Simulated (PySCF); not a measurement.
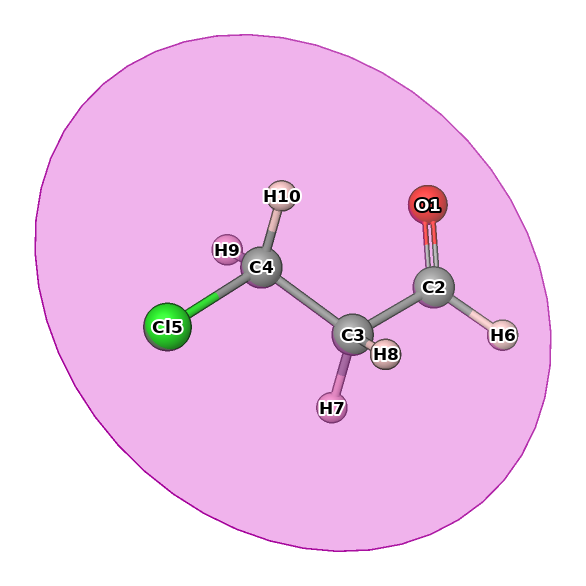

A disc through the centre of mass is drawn in. Distant atoms are faded towards the background colour. The computed structure is the end point of a PBE0-D3(BJ)/def2-SVP optimisation. No frequency run is at hand to confirm it as a minimum.

Question: Is the plane of the disc a mirror plane of the structure?

Answer: Yes. The reflection leaves O1, C2, C3, C4, Cl5, H6 in place and moves H7 ↔ H8; H9 ↔ H10. The point group is Cs.
